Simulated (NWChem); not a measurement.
**VOF3: single-point calculation**

- system: VOF3, multiplicity 3, SMILES [O]=[V]([F])([F])[F]
- method: r2SCAN/def2-SVP, UKS (NWChem 7.3.0)

The run did not end well. The geometry is that of the parent species in another charge or spin state. The geometry comes from this level: PBE0-D4/def2-TZVP.

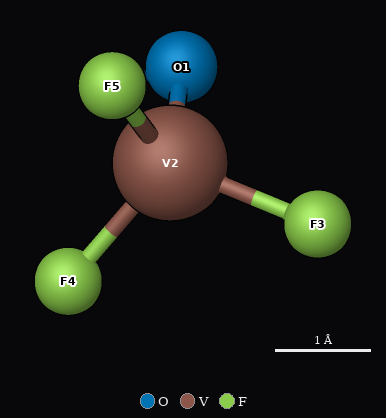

Fig. 1: The structure as given in the input (ball-and-stick view, seen at a tilt; atoms are numbered from 1 in the order of the input). Sticks mark near contacts.

### Input file
```python
from ase import Atoms
from ase.calculators.nwchem import NWChem

system = Atoms(['O', 'V', 'F', 'F', 'F'], positions=[
    [0.574800, -0.876700, 1.160600],
    [0.016300, -0.024400, 0.004800],
    [-1.387400, 0.785400, 0.556800],
    [-0.367300, -1.064100, -1.300000],
    [1.213500, 1.106100, -0.463600],
])

calc = NWChem(
    label='f3ov',
    theory='dft',
    memory='2200 mb',
    basis='def2-SVP',
    basispar='spherical bse',
    dft={'xc': 'r2scan', 'mult': '3', 'grid': 'xfine', 'convergence': 'energy 1e-08', 'iterations': '100', 'mulliken': None},
    task='energy',
)
system.calc = calc

print("Total energy (eV):", round(system.get_potential_energy(), 6))
```

### File f3ov.nwi
```
title "f3ov"

permanent_dir f3ov

scratch_dir f3ov

start f3ov

geometry units angstrom nocenter noautosym noautoz
  O  5.7479999999999998e-01 -8.7670000000000003e-01 1.1606000000000001e+00
  V  1.6299999999999999e-02 -2.4400000000000002e-02 4.7999999999999996e-03
  F  -1.3874000000000000e+00 7.8539999999999999e-01 5.5679999999999996e-01
  F  -3.6730000000000002e-01 -1.0641000000000000e+00 -1.3000000000000000e+00
  F  1.2135000000000000e+00 1.1061000000000001e+00 -4.6360000000000001e-01
end

memory 2200 mb

basis spherical bse noprint
   * library def2-SVP
end

dft
  xc r2scan
  mult 3
  grid xfine
  convergence energy 1e-08
  iterations 100
  mulliken
end

task dft energy
```

Run as:
```bash
export ASE_NWCHEM_COMMAND="nwchem PREFIX.nwi > PREFIX.nwo"
python run.py
```

### What the run reported

| quantity | value |
| --- | --- |
| outcome | stopped at the time limit |
| basis functions | 87 |
| hardware | 1 thread of Intel Xeon @ 2.50GHz (Skylake/Cascade Lake), 16 GiB of memory available, shared host |
| wall time | 4.9 min |
| peak memory | 0.078 GiB |

The run was cut off by its time limit, so the output is incomplete.
